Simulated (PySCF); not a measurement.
**SVWN5/aug-cc-pVTZ run of OH− (hydroxide)**

Aim: the energy change on altering one bond length of OH− (hydroxide) at SVWN5/aug-cc-pVTZ, from 2 runs. Input form: a Python script.

The calculation is run with PySCF 2.14.0.

2 further runs of the same task are left out: 2 set aside as unsound or not needed.

**1. The system as given**

The species is OH− (2 atoms), meant as a singlet with charge -1. SMILES: `[OH-]`. The coordinates come from a PBE0-D4/def2-TZVPD relaxation.

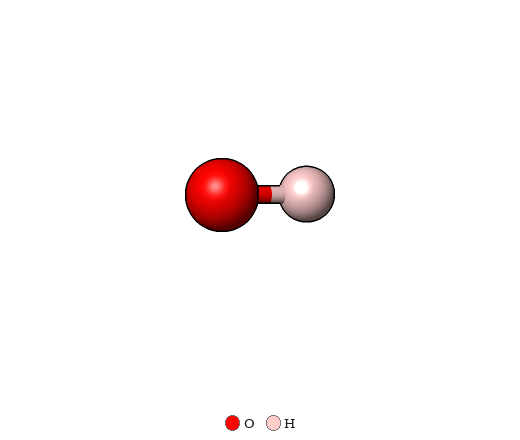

The structure, seen from a chosen angle (oxygen red, hydrogen pink).

**2. The energy at SVWN5/aug-cc-pVTZ**

start.xyz

```xyz
2
HO
O      0.411800    -0.131800     0.212500
H     -0.411800     0.131800    -0.212500
```

calc.py

```python
# [OH-]
from pyscf import gto, dft

mol = gto.Mole()
mol.atom = 'start.xyz'
mol.basis = 'aug-cc-pvtz'
mol.max_memory = 1860
mol.charge = -1
mol.verbose = 4
mol.build()

calc0 = dft.RKS(mol)
calc0.xc = 'svwn'
calc0.grids.level = 5
calc0.conv_tol = 1e-10
calc0.kernel()
if not calc0.converged:
    calc0 = calc0.newton().run(calc0.mo_coeff, calc0.mo_occ)

energy = calc0.e_tot
print('E = %.10f Eh' % energy)
```

Run with:

```sh
$ OMP_NUM_THREADS=1 python calc.py
```

Output:

```text
PySCF version 2.14.0

[INPUT] num. atoms = 2
[INPUT] num. electrons = 10
[INPUT] charge = -1
[INPUT] spin (= nelec alpha-beta = 2S) = 0
[INPUT] symmetry False subgroup None
[INPUT] Mole.unit = angstrom
[INPUT] Symbol           X                Y                Z      unit          X                Y                Z       unit  Magmom
[INPUT]  1 O      0.411800000000  -0.131800000000   0.212500000000 AA    0.778189218096  -0.249065903218   0.401566801470 Bohr   0.0
[INPUT]  2 H     -0.411800000000   0.131800000000  -0.212500000000 AA   -0.778189218096   0.249065903218  -0.401566801470 Bohr   0.0

nuclear repulsion = 4.39356704194782
number of shells = 22
number of NR pGTOs = 83
number of NR cGTOs = 69
basis = aug-cc-pvtz
ecp = {}

******** <class 'pyscf.dft.rks.RKS'> ********
method = RKS
initial guess = minao
damping factor = 0
level_shift factor = 0
DIIS = <class 'pyscf.scf.diis.CDIIS'>
diis_start_cycle = 1
diis_space = 8
diis_damp = 0
SCF conv_tol = 1e-10
SCF conv_tol_grad = None
SCF max_cycles = 50
direct_scf = True
direct_scf_tol = 1e-13
XC library pyscf.dft.libxc version 7.0.0
    S. Lehtola, C. Steigemann, M. J.T. Oliveira, and M. A.L. Marques.,  SoftwareX 7, 1–5 (2018)
XC functionals = svwn
    P. A. M. Dirac.,  Math. Proc. Cambridge Philos. Soc. 26, 376 (1930)
    F. Bloch.,  Z. Phys. 57, 545 (1929)
    S. H. Vosko, L. Wilk, and M. Nusair.,  Can. J. Phys. 58, 1200 (1980)
radial grids:
    Treutler-Ahlrichs [JCP 102, 346 (1995); DOI:10.1063/1.469408] (M4) radial grids

becke partition: Becke, JCP 88, 2547 (1988); DOI:10.1063/1.454033
pruning grids: <function nwchem_prune>
grids dens level: 5
symmetrized grids: False
atomic radii adjust function: <function treutler_atomic_radii_adjust>
small_rho_cutoff = 0
Set gradient conv threshold to 1e-05
Initial guess from minao.
tot grids = 66520
init E= -75.146333540403
  HOMO = -0.368470165505261  LUMO = -0.0257241363444471  gap/eV = 9.32659
cycle= 1 E= -75.0050776648618  delta_E= 0.141  |g|= 1.15  |ddm|= 0.739

WARN: HOMO 0.276947577217107 == LUMO 0.276947577241716

cycle= 2 E= -70.1298686940347  delta_E= 4.88  |g|= 3.25  |ddm|= 53.3
  HOMO = -0.069234829356464  LUMO = 0.120670838946594  gap/eV = 5.16760
cycle= 3 E= -75.2327582049664  delta_E= -5.1  |g|= 0.424  |ddm|= 53.2
  HOMO = 0.0844754634491933  LUMO = 0.142578844144309  gap/eV = 1.58107
cycle= 4 E= -75.2855582236713  delta_E= -0.0528  |g|= 0.0825  |ddm|= 0.427
  HOMO = 0.0761599119854241  LUMO = 0.137304068374661  gap/eV = 1.66382
cycle= 5 E= -75.2870166430713  delta_E= -0.00146  |g|= 0.0235  |ddm|= 0.0742
  HOMO = 0.0747573545709685  LUMO = 0.136694517112691  gap/eV = 1.68540
cycle= 6 E= -75.2871460397501  delta_E= -0.000129  |g|= 0.0019  |ddm|= 0.0144
  HOMO = 0.0741160696645247  LUMO = 0.136290326920433  gap/eV = 1.69185
cycle= 7 E= -75.2871467726734  delta_E= -7.33e-07  |g|= 0.000616  |ddm|= 0.00131
  HOMO = 0.0740439838952949  LUMO = 0.136261275423486  gap/eV = 1.69302
cycle= 8 E= -75.2871468390945  delta_E= -6.64e-08  |g|= 0.000251  |ddm|= 0.000193
  HOMO = 0.0740063735106425  LUMO = 0.136249810931627  gap/eV = 1.69373
cycle= 9 E= -75.2871468517552  delta_E= -1.27e-08  |g|= 1.14e-05  |ddm|= 0.000118
  HOMO = 0.0740050668517064  LUMO = 0.136249551658741  gap/eV = 1.69376
cycle= 10 E= -75.2871468517785  delta_E= -2.33e-11  |g|= 2.17e-06  |ddm|= 8.46e-06
  HOMO = 0.0740061270063295  LUMO = 0.136249744134995  gap/eV = 1.69374
Extra cycle  E= -75.2871468517692  delta_E= 9.25e-12  |g|= 7.1e-06  |ddm|= 4.85e-06
converged SCF energy = -75.2871468517692
E = -75.2871468518 Eh
```

It took 4.2 s on 1 thread of Intel Xeon at 2.70GHz, shared host; peak memory 0.21 GiB.

**3. The distorted shape, same level**

input.py

```python
from pyscf import gto, dft

molecule = gto.Mole()
molecule.atom = '''
O      1.556341    -0.498120     0.803115
H     -0.778189     0.249066    -0.401567
'''
molecule.charge = -1
molecule.max_memory = 1860
molecule.unit = 'bohr'
molecule.verbose = 3
molecule.basis = 'aug-cc-pvtz'
molecule.spin = 0
molecule.build()

calc0 = dft.RKS(molecule, xc='svwn')
calc0.grids.level = 5
calc0.conv_tol = 1e-10
calc0.kernel()
if not calc0.converged:
    calc0 = calc0.newton().run(calc0.mo_coeff, calc0.mo_occ)

energy = calc0.e_tot
print('E = %.10f Eh' % energy)
```

Run with:

```sh
$ OMP_NUM_THREADS=1 python input.py
```

Output:

```text
converged SCF energy = -75.2109863254023
E = -75.2109863254 Eh
```

Run time: 2.7 s. Hardware: 1 thread of Intel Xeon at 2.70GHz, shared host; peak memory 0.2 GiB.

**4. Results**

At SVWN5/aug-cc-pVTZ:

| quantity | value |
| --- | --- |
| first shape: total energy | -75.28715 Eh |
| first shape: HOMO energy | 2.01 eV |
| first shape: LUMO energy | 3.71 eV |
| first shape: HOMO–LUMO gap (to an unbound level, set by the basis) | 1.69 eV |
| distorted shape: total energy | -75.21099 Eh |
| distorted shape: HOMO energy | 1.84 eV |
| distorted shape: LUMO energy | 3.29 eV |
| distorted shape: HOMO–LUMO gap (to an unbound level, set by the basis) | 1.45 eV |
| energy change with the O1–H2 bond stretched from 0.964 to 1.445 Å | 2.072 eV |

**Reading.** With the O1–H2 bond stretched from 0.964 to 1.445 Å the energy rises by 2.07 eV (200 kJ/mol). The first shape isn't relaxed at this level, so the change isn't measured from a minimum. The HOMO (first shape) lies at positive energy, 2.01 eV, as semi-local functionals often give for anions; only total energies tell whether the electron is bound. The HOMO (distorted shape) lies at positive energy, 1.84 eV, as semi-local functionals often give for anions; only total energies tell whether the electron is bound.
